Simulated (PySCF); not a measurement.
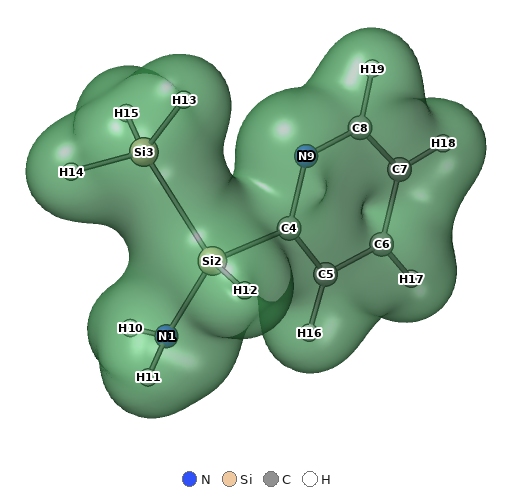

The picture shows: C5H10N2Si2. Isosurface of the electron density at 0.1 e/Å³ (green), seen at a tilt.

Geometry: PBE0-D3(BJ)/def2-SVP.

Theory: PBE0/pcSseg-1, SCF density, gas phase, non-relativistic in PySCF.

```yaml
atoms:
  - { symbol: N, position_ang: [-1.4788, -2.2405, -0.5780] }
  - { symbol: Si, position_ang: [-1.3779, -0.8590, 0.4744] }
  - { symbol: Si, position_ang: [-2.7458, 0.9974, 0.0086] }
  - { symbol: C, position_ang: [0.3727, -0.1432, 0.4228] }
  - { symbol: C, position_ang: [1.5154, -0.8934, 0.1230] }
  - { symbol: C, position_ang: [2.7561, -0.2605, 0.1214] }
  - { symbol: C, position_ang: [2.8122, 1.0986, 0.4204] }
  - { symbol: C, position_ang: [1.6196, 1.7678, 0.7005] }
  - { symbol: N, position_ang: [0.4329, 1.1701, 0.6968] }
  - { symbol: H, position_ang: [-1.5188, -2.1122, -1.5833] }
  - { symbol: H, position_ang: [-2.0586, -3.0226, -0.2963] }
  - { symbol: H, position_ang: [-1.6773, -1.3905, 1.8429] }
  - { symbol: H, position_ang: [-2.8226, 1.9531, 1.1546] }
  - { symbol: H, position_ang: [-4.1433, 0.5362, -0.2909] }
  - { symbol: H, position_ang: [-2.2465, 1.7177, -1.2049] }
  - { symbol: H, position_ang: [1.4142, -1.9565, -0.1105] }
  - { symbol: H, position_ang: [3.6678, -0.8176, -0.1106] }
  - { symbol: H, position_ang: [3.7616, 1.6385, 0.4298] }
  - { symbol: H, position_ang: [1.6274, 2.8397, 0.9302] }
```

Q: What does this surface tell about the bonding?

A: At this value the surface is in one piece. It bridges the sampled C–N (1.33 Å), C–C (1.39 Å), Si–N (1.74 Å) and C–Si (1.89 Å) contacts, where the density stays above the isovalue. On the grid the lowest density along these lines, outside the cores, is 2.4 e/Å³ (C–N, 1.33 Å), 2.1 e/Å³ (C–C, 1.39 Å), 0.86 e/Å³ (Si–N, 1.74 Å) and 0.79 e/Å³ (C–Si, 1.89 Å).
